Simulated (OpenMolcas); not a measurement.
# CH3Al: a line through the functionals

CH3Al has 5 atoms, charge 0, and is taken as a singlet. As SMILES, `C[Al]`. Geometry: relaxed at PBE0-D4/def2-TZVP.

The HOMO–LUMO gap y, in eV, basis cc-pVTZ; a is the functional's share of exact exchange. Programs: OpenMolcas 26.06.

| functional | program | a | y (eV) |
| --- | --- | --- | --- |
| r2SCAN | OpenMolcas | 0 | 2.88 |
| BLYP | OpenMolcas | 0 | 2.56 |
| B3LYP | OpenMolcas | 0.2 | 3.89 |
| PBE0 | OpenMolcas | 0.25 | ? |
| BHLYP | OpenMolcas | 0.5 | 5.82 |

Q: Fit y = c + s·a to the known rows and predict PBE0.

A: 
1. Means of the 4 rows: a = 0.1750, y = 3.788.
2. Σ(Δa)² = 0.1675, Σ(Δa·Δy) = 1.0368, so the slope is 1.0368/0.1675 = 6.1899.
3. Intercept: 3.788 − (6.1899) × 0.1750 = 2.705. The largest residual of the fit is 0.17.
4. PBE0: 2.705 + (6.1899) × 0.25 = 4.25 eV.

The run gave 4.21 eV, so the prediction is off by +0.04 eV, within the scatter of the fit. Exact exchange lowers occupied levels and raises empty ones. The rows mix families of semi-local functionals, which the line can't see.

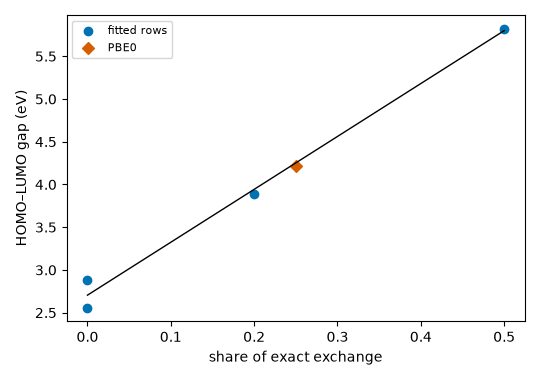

The fitted line, with the withheld row.
